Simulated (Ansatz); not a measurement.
## GaH$_{3}$ClO$_{2}$F: geometry relaxation

- system: GaH$_{3}$ClO$_{2}$F
- method: RKS PBE0/def2-SVP (Ansatz 0.2.0)

The input holds or restrains some coordinates. It belongs to a series of runs on one base structure; here: pulled along the bonds that form and break, towards end B. Figures and captions count atoms from 1; the log counts them from 0 in places.

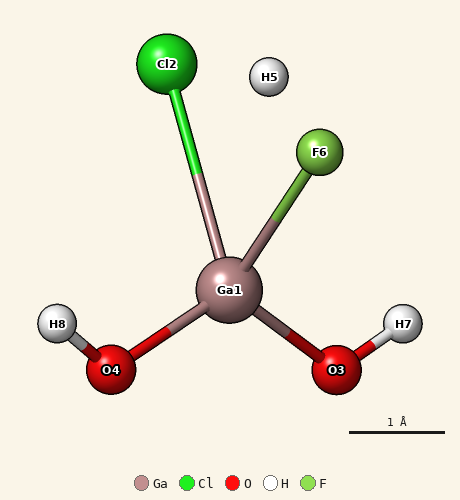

*The starting structure (ball-and-stick view, seen at a tilt; atoms are numbered from 1 in the order of the input). Sticks mark near contacts.*

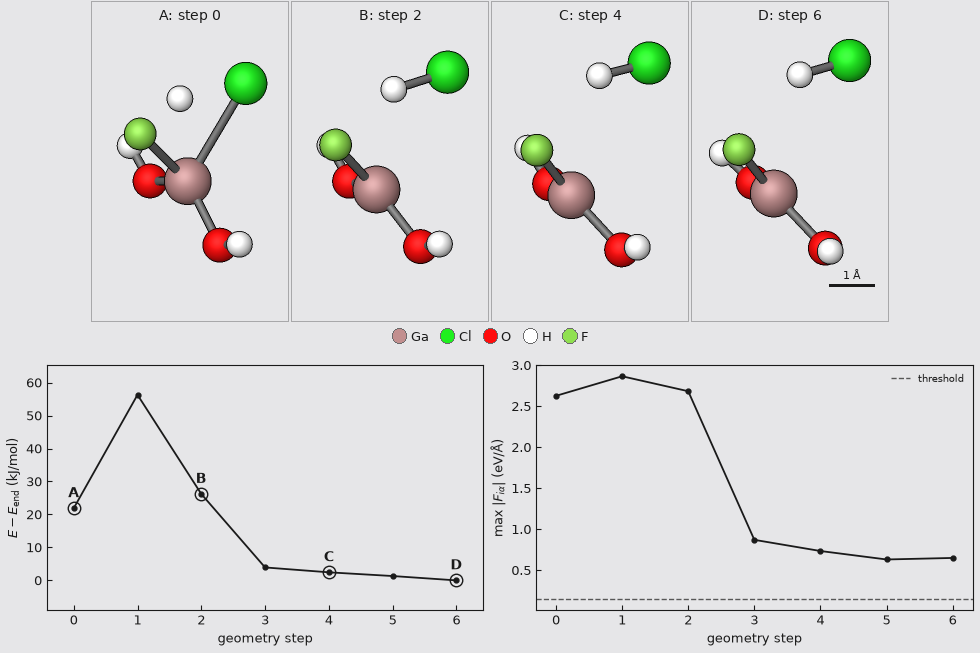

*Frames of the restrained relaxation (ball-and-stick view, seen at a tilt) above the curves, on which the letters mark them (the first geometry is step 0 here and step 1 in the log).*

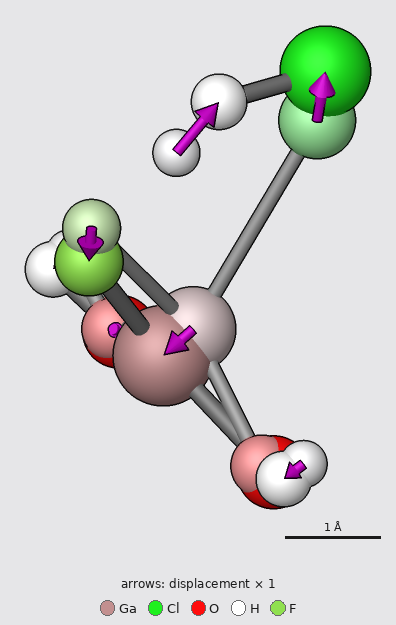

*Start (faint) and end (solid) with the displacements as pink arrows, at true length (ball-and-stick view, seen at a tilt). The two geometries are laid on each other by the best rigid fit.*

H5 moves most after the best rigid fit: 0.70 Å. Largest moves by element: H 0.70 Å, Cl 0.60 Å, Ga 0.42 Å, F 0.41 Å, O 0.16 Å. Among the contacts that change: Ga1–Cl2 2.615 → 3.535 Å, Cl2–H5 1.750 → 1.312 Å, Ga1–F6 2.128 → 1.780 Å, Ga1–O3 1.724 → 1.761 Å. New bonds form: Cl2–H5 (1.75 → 1.31 Å). Among the angles that change: O4–Ga1–F6 111.5° → 118.5°, O3–Ga1–F6 111.9° → 118.6°, Ga1–O3–H7 119.6° → 113.9°. Over 6 geometry steps the energy falls by 21.9 kJ/mol. Largest force component: 2.6 eV/Å at the start, 0.65 eV/Å at the end. (Atoms are counted from 1 in the order of the input.)

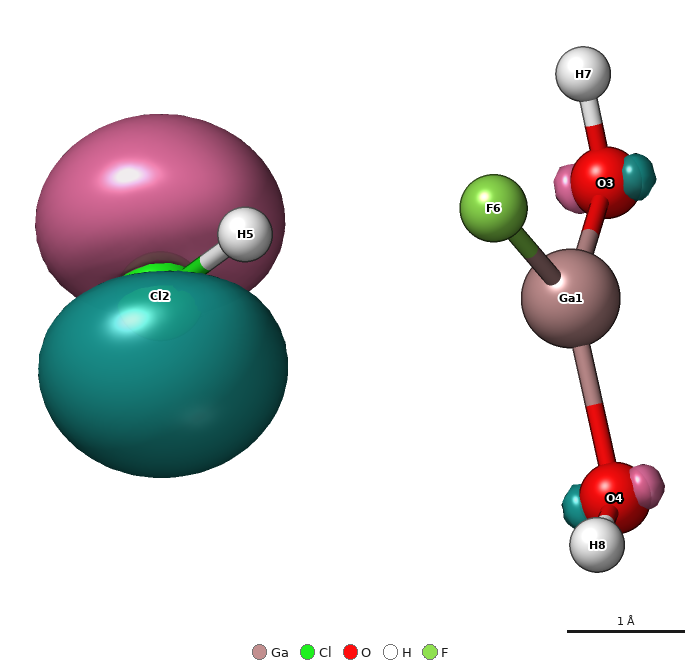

*One frontier orbital at ±0.15 Å⁻³ᐟ² (teal and pink are the two phases), seen at a tilt.*

The HOMO−1, at −9.30 eV.

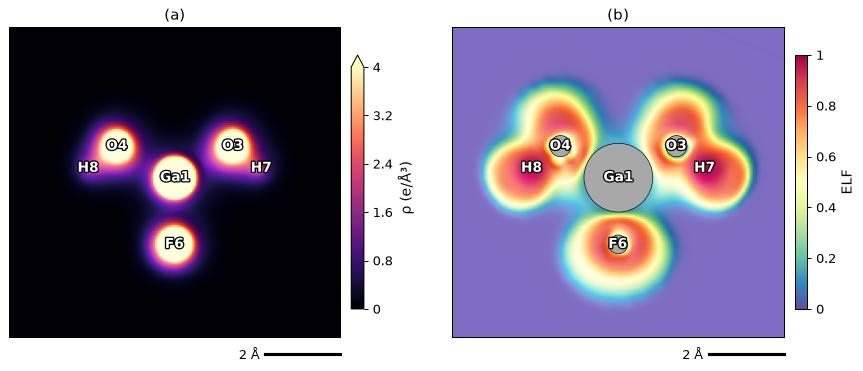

*(a) electron density; (b) ELF on the plane of atoms Ga1, O3 and H7. Grey discs, where drawn, cover atomic cores.*

Atoms in the plane: Ga, O, F and H. Ga–O (1.76 Å): ρ is about 0.95 e/Å³ halfway; the ELF peaks at about 0.85 in the valence shell of O, 0.6 Å from its nucleus, and is about 0.25 at the midpoint. Ga–F (1.78 Å): ρ at the midpoint is about 0.79 e/Å³; the ELF peaks at about 0.80 in the valence shell of F, 0.5 Å from its nucleus, and is about 0.20 at the midpoint.

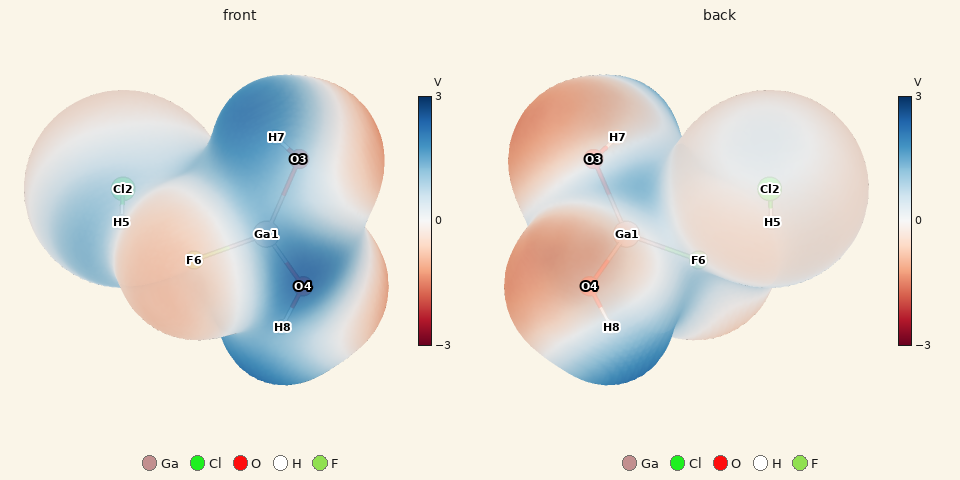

*The molecular electrostatic potential painted on the density surface at 0.001 e/bohr³, seen at a tilt and from behind; the colour scale runs from red (negative) to blue (positive).*

The input that produced these results follows, with the program's output.

## The input
```yaml
crystal:
  periodic: [false, false, false]
  atoms:
    - { symbol: Ga, position_ang: [-0.4428, -0.0301, 0.1747] }
    - { symbol: Cl, position_ang: [1.2341, 1.7291, -0.7894] }
    - { symbol: O, position_ang: [-1.7271, -0.4621, -0.8913] }
    - { symbol: O, position_ang: [-0.678, 0.0421, 1.883] }
    - { symbol: H, position_ang: [1.734, 0.0553, -0.6771] }
    - { symbol: F, position_ang: [1.3697, -1.0299, -0.3208] }
    - { symbol: H, position_ang: [-1.5608, -0.521, -1.8329] }
    - { symbol: H, position_ang: [0.0708, 0.2165, 2.4539] }
basis:
  gaussian: { orbitals: def2-SVP }
hamiltonian:
  xc: pbe0
relax:
  f_tol: 0.15
  max_steps: 25
  restrain:
    - { distance: [0, 5], at: 1.79, k: 30.0 }
    - { distance: [4, 1], at: 1.33, k: 30.0 }
    - { distance: [0, 1], at: 3.54, k: 30.0 }
    - { distance: [4, 5], at: 2.18, k: 30.0 }
output:
  orbitals: {}
```

Launched with:
```bash
ansatz run input.yaml --threads 2 --pin off --max-ram 3072MiB --backend cpu --events-out ev --progress --plain --runs-dir out
```

## The program's output
```
The last accepted step is kept in [file] (removed where the run ends without a failure and the disk answers)
Engine: ansatz 0.2.0, x86_64-unknown-linux-gnu
Functional definition: PBE0
  parameter a = 0.25
  parameter kappa = 0.804
  parameter beta = 0.06672455060314922
  exchange = (1 - a)*pbe_x(kappa = kappa, mu = beta*pi^2/3) + a*exact_x
  correlation = pbe_c(beta = beta)
1089 factors; integrals over basis functions are off by at most 3.4e-4 eV
mean field evaluation 1: about -71719.5188 eV, gradient 7.5e1 eV
mean field evaluation 2: about -71694.5665 eV, gradient 1.4e2 eV
mean field evaluation 4: about -71729.0857 eV, gradient 6.6e0 eV
mean field evaluation 8: about -71729.1694 eV, gradient 4.2e-1 eV
mean field evaluation 16: about -71729.1698 eV, gradient 4.5e-5 eV
mean field -71729.16983832 eV, -2635.9983717808 hartree, gradient 4.5e-5 eV, S^2 0.000000; 0 other end points of the search recorded, 0 dependent functions left out
the calculation of the forces begins
reference -71729.16986733 eV, -2635.9983728468 hartree; 38, 38 occupied and 69, 69 virtual orbitals, 1089 factors
relax step   1: F+E_penalty+E_count = -71729.16983832 eV  Δ(F+E_penalty+E_count) = +0.000e0 eV  max|allowed force component| = 2.627e0 eV/Å  E_restraint = 31.65358882 eV  max|allowed force component, restraints' pulls added| = 3.748e1 eV/Å  Δτ_max = 0.0000 Å  (28 SCF iters, accepted)
  distance Ga 0 - F 5 = 2.1284 Å
  distance H 4 - Cl 1 = 1.7505 Å
  distance Ga 0 - Cl 1 = 2.6146 Å
  distance H 4 - F 5 = 1.1989 Å
these checks for a lower state are left out or cut short: starts, cluster_reference, orbital_swaps, neighbouring_geometries, increment
1089 factors; integrals over basis functions are off by at most 3.9e-4 eV
mean field -71728.81325989 eV, -2635.9852677651 hartree, gradient 1.3e-5 eV, S^2 0.000000; 0 other end points of the search recorded, 0 dependent functions left out
the calculation of the forces begins
reference -71728.81328913 eV, -2635.9852688396 hartree; 38, 38 occupied and 69, 69 virtual orbitals, 1089 factors
relax step   2: F+E_penalty+E_count = -71728.81325989 eV  Δ(F+E_penalty+E_count) = +3.566e-1 eV  max|allowed force component| = 2.866e0 eV/Å  E_restraint = 14.39730580 eV  max|allowed force component, restraints' pulls added| = 2.717e1 eV/Å  Δτ_max = 0.1948 Å  (34 SCF iters, accepted)
  distance Ga 0 - F 5 = 2.0178 Å
  distance H 4 - Cl 1 = 1.5795 Å
  distance Ga 0 - Cl 1 = 2.9307 Å
  distance H 4 - F 5 = 1.4912 Å
these checks for a lower state are left out or cut short: starts, cluster_reference, orbital_swaps, neighbouring_geometries, increment
1089 factors; integrals over basis functions are off by at most 8.7e-4 eV
mean field evaluation 32: about -71729.1249 eV, gradient 1.5e-5 eV
mean field -71729.12493019 eV, -2635.9967214374 hartree, gradient 1.5e-5 eV, S^2 0.000000; 0 other end points of the search recorded, 0 dependent functions left out
the calculation of the forces begins
reference -71729.12495987 eV, -2635.9967225280 hartree; 38, 38 occupied and 69, 69 virtual orbitals, 1089 factors
relax step   3: F+E_penalty+E_count = -71729.12493019 eV  Δ(F+E_penalty+E_count) = -3.117e-1 eV  max|allowed force component| = 2.683e0 eV/Å  E_restraint = 4.65050196 eV  max|allowed force component, restraints' pulls added| = 1.408e1 eV/Å  Δτ_max = 0.1949 Å  (36 SCF iters, accepted)
  distance Ga 0 - F 5 = 1.9143 Å
  distance H 4 - Cl 1 = 1.4181 Å
  distance Ga 0 - Cl 1 = 3.1482 Å
  distance H 4 - F 5 = 1.8149 Å
these checks for a lower state are left out or cut short: starts, cluster_reference, orbital_swaps, neighbouring_geometries, increment
1091 factors; integrals over basis functions are off by at most 3.2e-4 eV
mean field -71729.35591009 eV, -2636.0052097922 hartree, gradient 1.0e-5 eV, S^2 0.000000; 0 other end points of the search recorded, 0 dependent functions left out
the calculation of the forces begins
reference -71729.35593995 eV, -2636.0052108895 hartree; 38, 38 occupied and 69, 69 virtual orbitals, 1091 factors
relax step   4: F+E_penalty+E_count = -71729.35591009 eV  Δ(F+E_penalty+E_count) = -2.310e-1 eV  max|allowed force component| = 8.710e-1 eV/Å  E_restraint = 0.21702564 eV  max|allowed force component, restraints' pulls added| = 2.656e0 eV/Å  Δτ_max = 0.1945 Å  (30 SCF iters, accepted)
  distance Ga 0 - F 5 = 1.7870 Å
  distance H 4 - Cl 1 = 1.3011 Å
  distance Ga 0 - Cl 1 = 3.4364 Å
  distance H 4 - F 5 = 2.1263 Å
these checks for a lower state are left out or cut short: starts, cluster_reference, orbital_swaps, neighbouring_geometries, increment
1091 factors; integrals over basis functions are off by at most 2.9e-4 eV
mean field -71729.37127258 eV, -2636.0057743533 hartree, gradient 1.6e-5 eV, S^2 0.000000; 0 other end points of the search recorded, 0 dependent functions left out
the calculation of the forces begins
reference -71729.37130245 eV, -2636.0057754508 hartree; 38, 38 occupied and 69, 69 virtual orbitals, 1091 factors
relax step   5: F+E_penalty+E_count = -71729.37127258 eV  Δ(F+E_penalty+E_count) = -1.536e-2 eV  max|allowed force component| = 7.346e-1 eV/Å  E_restraint = 0.01170897 eV  max|allowed force component, restraints' pulls added| = 7.068e-1 eV/Å  Δτ_max = 0.1946 Å  (29 SCF iters, accepted)
  distance Ga 0 - F 5 = 1.7865 Å
  distance H 4 - Cl 1 = 1.3065 Å
  distance Ga 0 - Cl 1 = 3.5320 Å
  distance H 4 - F 5 = 2.1922 Å
these checks for a lower state are left out or cut short: starts, cluster_reference, orbital_swaps, neighbouring_geometries, increment
1090 factors; integrals over basis functions are off by at most 1.1e-3 eV
mean field -71729.38294218 eV, -2636.0062032031 hartree, gradient 1.4e-5 eV, S^2 0.000000; 0 other end points of the search recorded, 0 dependent functions left out
the calculation of the forces begins
reference -71729.38297185 eV, -2636.0062042936 hartree; 38, 38 occupied and 69, 69 virtual orbitals, 1090 factors
relax step   6: F+E_penalty+E_count = -71729.38294218 eV  Δ(F+E_penalty+E_count) = -1.167e-2 eV  max|allowed force component| = 6.314e-1 eV/Å  E_restraint = 0.00855577 eV  max|allowed force component, restraints' pulls added| = 3.115e-1 eV/Å  Δτ_max = 0.1559 Å  (29 SCF iters, accepted)
  distance Ga 0 - F 5 = 1.7797 Å
  distance H 4 - Cl 1 = 1.3096 Å
  distance Ga 0 - Cl 1 = 3.5347 Å
  distance H 4 - F 5 = 2.1754 Å
these checks for a lower state are left out or cut short: starts, cluster_reference, orbital_swaps, neighbouring_geometries, increment
1090 factors; integrals over basis functions are off by at most 1.1e-3 eV
mean field -71729.39664967 eV, -2636.0067069442 hartree, gradient 1.5e-5 eV, S^2 0.000000; 0 other end points of the search recorded, 0 dependent functions left out
the calculation of the forces begins
reference -71729.39667937 eV, -2636.0067080357 hartree; 38, 38 occupied and 69, 69 virtual orbitals, 1090 factors
relax step   7: F+E_penalty+E_count = -71729.39664967 eV  Δ(F+E_penalty+E_count) = -1.371e-2 eV  max|allowed force component| = 6.501e-1 eV/Å  E_restraint = 0.00729949 eV  max|allowed force component, restraints' pulls added| = 9.028e-2 eV/Å  Δτ_max = 0.0743 Å  (29 SCF iters, accepted)
  distance Ga 0 - F 5 = 1.7804 Å
  distance H 4 - Cl 1 = 1.3117 Å
  distance Ga 0 - Cl 1 = 3.5346 Å
  distance H 4 - F 5 = 2.1746 Å
1090 factors; integrals over basis functions are off by at most 1.1e-3 eV
mean field evaluation 64: about -71719.4677 eV, gradient 7.7e1 eV
mean field -71729.39664967 eV, -2636.0067069442 hartree, gradient 1.5e-5 eV, S^2 0.000000; 1 other end points of the search recorded, 0 dependent functions left out
the calculation of the forces begins
reference -71729.39667937 eV, -2636.0067080357 hartree; 38, 38 occupied and 69, 69 virtual orbitals, 1090 factors
Total energy: -71729.39667937 eV, -2636.0067080357 hartree
Atom 0 at    -0.559938    -0.423875     0.292065 Å, force     0.323361     0.085774    -0.146803 eV/Å
Atom 1 at     1.734914     1.924222    -1.017044 Å, force     0.052294    -0.650141     0.101209 eV/Å
Atom 2 at    -1.853639    -0.379014    -0.901145 Å, force    -0.012365    -0.048763     0.023717 eV/Å
Atom 3 at    -0.770525     0.126101     1.950984 Å, force    -0.017700    -0.050391     0.011121 eV/Å
Atom 4 at     2.054105     0.656968    -0.904608 Å, force    -0.210794     0.438402    -0.001095 eV/Å
Atom 5 at     1.012570    -1.110361    -0.182999 Å, force    -0.176618     0.183436     0.033675 eV/Å
Atom 6 at    -1.616796    -0.772179    -1.747993 Å, force     0.028270     0.023494     0.007205 eV/Å
Atom 7 at    -0.000792    -0.021961     2.510840 Å, force     0.013551     0.018188    -0.029030 eV/Å
Dipole moment:     0.219000    -0.326991    -0.023755 e Å
```

## Trajectory as extended XYZ (Å, eV, eV/Å), 7 frames, from step=1 to step=7
```
8
Properties=species:S:1:pos:R:3:forces:R:3 step=1 energy=-71729.16984
Ga   -0.4428   -0.0301    0.1747    2.2376   0.4913  -0.8761
Cl    1.2341    1.7291   -0.7894   -0.5097  -1.7812   0.5074
O    -1.7271   -0.4621   -0.8913   -0.6851  -0.2263  -0.4556
O    -0.6780    0.0421    1.8830   -0.2115   0.0083   0.7583
H     1.7340    0.0553   -0.6771   -1.0404  -1.2253   0.6867
F     1.3697   -1.0299   -0.3208   -0.0994   2.6271  -0.5072
H    -1.5608   -0.5210   -1.8329    0.1073   0.0362  -0.1620
H     0.0708    0.2165    2.4539    0.2012   0.0699   0.0484
8
Properties=species:S:1:pos:R:3:forces:R:3 step=2 energy=-71728.81326
Ga   -0.4784   -0.2005    0.2199    2.8373  -0.6180  -0.9477
Cl    1.3928    1.7798   -0.8598    0.1154  -2.8657   0.4634
O    -1.7493   -0.4692   -0.9004   -0.9024  -0.0502  -0.4862
O    -0.6878    0.0411    1.9057   -0.3776   0.2152   0.9177
H     1.7418    0.2460   -0.7163   -0.8910   1.3399   0.1378
F     1.2640   -1.0935   -0.2679   -1.2178   1.9880   0.0548
H    -1.5581   -0.5209   -1.8363    0.1561  -0.0283  -0.2241
H     0.0749    0.2172    2.4551    0.2800   0.0190   0.0843
8
Properties=species:S:1:pos:R:3:forces:R:3 step=3 energy=-71729.12493
Ga   -0.4992   -0.3357    0.2531    2.6833  -1.0688  -0.8460
Cl    1.4915    1.8113   -0.9038    0.2456  -2.4050   0.3323
O    -1.7604   -0.4672   -0.9064   -0.9616   0.0892  -0.4006
O    -0.6925    0.0463    1.9165   -0.4830   0.3386   0.8936
H     1.7820    0.4300   -0.7663   -0.4962   1.7880  -0.1138
F     1.1554   -1.1798   -0.2099   -1.4691   1.3773   0.2767
H    -1.5555   -0.5218   -1.8389    0.1944  -0.0785  -0.2008
H     0.0786    0.2168    2.4558    0.2867  -0.0407   0.0585
8
Properties=species:S:1:pos:R:3:forces:R:3 step=4 energy=-71729.35591
Ga   -0.5356   -0.5144    0.2996    0.8710  -0.0267  -0.3598
Cl    1.5984    1.8684   -0.9563   -0.0705  -0.3431   0.0857
O    -1.7839   -0.4558   -0.9156   -0.5558   0.0853   0.0329
O    -0.7048    0.0632    1.9352   -0.4359   0.1489   0.3279
H     1.8564    0.5998   -0.8251   -0.0118   0.0514   0.0026
F     1.0328   -1.2416   -0.1529   -0.2063   0.3287   0.0048
H    -1.5493   -0.5297   -1.8422    0.2115  -0.1234  -0.0550
H     0.0858    0.2100    2.4575    0.1978  -0.1211  -0.0392
8
Properties=species:S:1:pos:R:3:forces:R:3 step=5 energy=-71729.37127
Ga   -0.5679   -0.4897    0.3066    0.7346  -0.0306  -0.2722
Cl    1.6850    1.8956   -1.0009    0.0244  -0.5004   0.0895
O    -1.8459   -0.4766   -0.8914   -0.3041   0.0745  -0.0031
O    -0.7620    0.0403    1.9661   -0.2228   0.0950   0.1501
H     2.0355    0.6420   -0.8885   -0.1832   0.2727   0.0125
F     1.0181   -1.1612   -0.1681   -0.2577   0.2769   0.0455
H    -1.6007   -0.5971   -1.8138    0.1442  -0.0813   0.0783
H     0.0378    0.1465    2.4899    0.0646  -0.1069  -0.1006
8
Properties=species:S:1:pos:R:3:forces:R:3 step=6 energy=-71729.38294
Ga   -0.5342   -0.3841    0.2751    0.0604  -0.2500   0.0276
Cl    1.7781    1.9425   -1.0417   -0.0648  -0.6314   0.1450
O    -1.8587   -0.4163   -0.8879    0.0621   0.1257   0.1081
O    -0.7789    0.0893    1.9560   -0.0147   0.0742  -0.1455
H     1.9851    0.6599   -0.8774   -0.0713   0.3448  -0.0391
F     1.0093   -1.1508   -0.1689   -0.0941   0.3825  -0.0395
H    -1.6087   -0.7420   -1.7569    0.0477  -0.0372  -0.0893
H     0.0080    0.0014    2.5018    0.0747  -0.0087   0.0328
8
Properties=species:S:1:pos:R:3:forces:R:3 step=7 energy=-71729.39665
Ga   -0.5599   -0.4239    0.2921    0.3234   0.0858  -0.1468
Cl    1.7349    1.9242   -1.0170    0.0523  -0.6501   0.1012
O    -1.8536   -0.3790   -0.9011   -0.0124  -0.0488   0.0237
O    -0.7705    0.1261    1.9510   -0.0177  -0.0504   0.0111
H     2.0541    0.6570   -0.9046   -0.2108   0.4384  -0.0011
F     1.0126   -1.1104   -0.1830   -0.1766   0.1834   0.0337
H    -1.6168   -0.7722   -1.7480    0.0283   0.0235   0.0072
H    -0.0008   -0.0220    2.5108    0.0136   0.0182  -0.0290
```

## Key numbers

```tsv
quantity	value
outcome	converged under the restraints of the input
total energy	−71729.3967 eV
mean-field energy	−71729.3967 eV
largest force (length of the vector) at the end, held atoms and coordinates included	0.660 eV/Å
hardware	2 threads of Intel Xeon @ 2.50GHz (Skylake/Cascade Lake), 16 GiB of memory available, shared host
wall time	26 s (CPU time 50 s)
peak memory	0.27 GiB
```
